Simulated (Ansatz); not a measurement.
# SiN2H5 (SMILES N[SiH]N) at UMP2/def2-SVPD

Aim: the vertical electron affinity of SiN2H5 at UMP2/def2-SVPD, from 2 runs. 

The results are computed with Ansatz 0.2.0.

50 further runs of the same task are left out: 50 set aside as unsound or not needed.

### Step 1. The molecule

SiN2H5: 8 atoms, total charge 0, spin state doublet. SMILES: `N[SiH]N`. Geometry: relaxed at PBE0-D4/def2-TZVP. This is one conformer, not always the lowest.

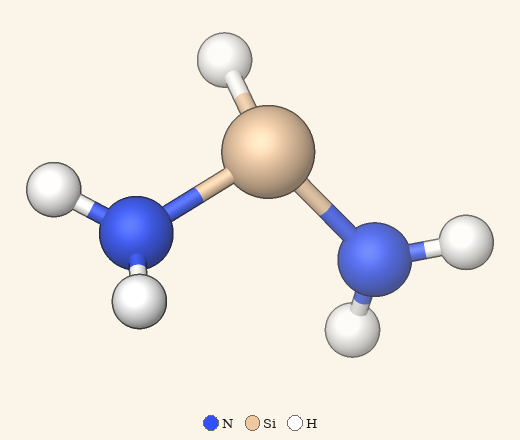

Viewed from a chosen angle; nitrogen blue, silicon light orange, hydrogen white.

### Step 2. A single-point energy at UMP2/def2-SVPD

Input file in.yaml:

```yaml
crystal:
  periodic: [false, false, false]
  atoms:
    - {symbol: "N", position_ang: [-1.027000, 0.622100, -0.768300]}
    - {symbol: Si, position_ang: [0.527700, 0.579900, -0.050700]}
    - {symbol: N, position_ang: [0.789500, -1.052600, 0.425100]}
    - {symbol: H, position_ang: [-1.817900, 0.144500, -0.364600]}
    - {symbol: H, position_ang: [-1.296600, 1.349400, -1.406800]}
    - {symbol: H, position_ang: [0.716400, 1.354100, 1.225100]}
    - {symbol: H, position_ang: [0.730800, -1.794000, -0.255200]}
    - {symbol: H, position_ang: [1.468900, -1.260500, 1.139500]}
basis:
  gaussian: {orbitals: def2-SVPD}
magnetization: {spin_polarized: true, initial_magnetization: 1}
correlation: {method: mp2, frozen_orbitals: {H: 0, "N": 1, Si: 5}}
accuracy: high
```

Started as:

```console
$ ansatz run in.yaml --threads 1 --pin off --max-ram 3480MiB --events-out events.jsonl --progress --plain --runs-dir runs
```

Standard output:

```text
Warning: RAYON_NUM_THREADS=1 ignored (pool sized by the plan → 1); use --threads N
Functional definition: HF
  name "HF"
  exchange = exact_x
  correlation = 0
2133 factors; integrals over basis functions are off by at most 3.5e-9 eV
mean field evaluation 1: about -10897.1332 eV, gradient 2.7e1 eV
mean field evaluation 2: about -10897.1376 eV, gradient 2.7e1 eV
mean field evaluation 4: about -10900.6344 eV, gradient 2.4e0 eV
mean field evaluation 8: about -10900.7080 eV, gradient 5.7e-2 eV
mean field -10900.70833176 eV, -400.5936424266 hartree, gradient 2.0e-8 eV, S^2 0.754516; 0 other end points of the search recorded, 0 dependent functions left out
7 core orbitals not correlated: weight in the atoms' cores, before any rotation towards them, 1.000 or more for the frozen orbitals, at most 0.000 for the correlated occupied ones
reference -10900.70833176 eV, -400.5936424266 hartree; 10, 9 occupied and 87, 88 virtual orbitals, 2133 factors
second order -12.35186645 eV of doubles, -0.00000000 eV of singles
Total energy: -10913.06019821 eV, -401.0475651462 hartree
```

Run time: 4.2 s. Hardware: 1 thread of Arm Neoverse V2, shared host; peak memory 0.34 GiB.

### Step 3. The singlet anion at the same level

Input file input.yaml:

```yaml
basis:
  gaussian: {orbitals: def2-SVPD}
crystal:
  periodic: [false, false, false]
  atoms:
    - {symbol: N, position_ang: [-1.027000, 0.622100, -0.768300]}
    - {symbol: Si, position_ang: [0.527700, 0.579900, -0.050700]}
    - {symbol: N, position_ang: [0.789500, -1.052600, 0.425100]}
    - {symbol: H, position_ang: [-1.817900, 0.144500, -0.364600]}
    - {symbol: H, position_ang: [-1.296600, 1.349400, -1.406800]}
    - {symbol: H, position_ang: [0.716400, 1.354100, 1.225100]}
    - {symbol: H, position_ang: [0.730800, -1.794000, -0.255200]}
    - {symbol: H, position_ang: [1.468900, -1.260500, 1.139500]}
total_charge: -1
correlation: {method: mp2, frozen_orbitals: {H: 0, "N": 1, Si: 5}}
accuracy: high
```

Started as:

```console
$ ansatz run input.yaml --threads 1 --pin off --max-ram 3480MiB --events-out events.jsonl --progress --plain --runs-dir runs
```

Standard output:

```text
Warning: RAYON_NUM_THREADS=1 ignored (pool sized by the plan → 1); use --threads N
[... 4 set-up lines as earlier in the session ...]
2134 factors; integrals over basis functions are off by at most 3.6e-9 eV
mean field evaluation 1: about -10897.8393 eV, gradient 2.1e1 eV
mean field evaluation 2: about -10897.8440 eV, gradient 2.1e1 eV
mean field evaluation 4: about -10899.2704 eV, gradient 3.1e0 eV
mean field evaluation 8: about -10899.3078 eV, gradient 1.8e-3 eV
mean field -10899.30777569 eV, -400.5421729403 hartree, gradient 2.7e-8 eV, S^2 0.000000; 0 other end points of the search recorded, 0 dependent functions left out
7 core orbitals not correlated: weight in the atoms' cores, before any rotation towards them, 1.000 or more for the frozen orbitals, at most 0.000 for the correlated occupied ones
reference -10899.30777569 eV, -400.5421729403 hartree; 10, 10 occupied and 87, 87 virtual orbitals, 2134 factors
second order -13.27184046 eV of doubles, -0.00000000 eV of singles
Total energy: -10912.57961614 eV, -401.0299040811 hartree
```

It took 3.6 s on 1 thread of Arm Neoverse V2, shared host; peak memory 0.28 GiB.

### Step 4. What came out

At UMP2/def2-SVPD, 7 core orbitals frozen:

| quantity | value |
| --- | --- |
| doublet SiN2H5: total energy | -401.04757 Eh |
| doublet SiN2H5: correlation energy (7 core orbitals frozen) | -453.9 mEh |
| doublet SiN2H5: ⟨S²⟩ of the reference determinant | 0.755 |
| singlet anion: total energy | -401.02990 Eh |
| singlet anion: correlation energy (7 core orbitals frozen) | -487.7 mEh |
| vertical electron affinity (to the singlet anion) | -0.481 eV |

The anion lies 0.48 eV (11.1 kcal/mol) above the neutral: the electron isn't bound at this level, and such a value depends on the basis.
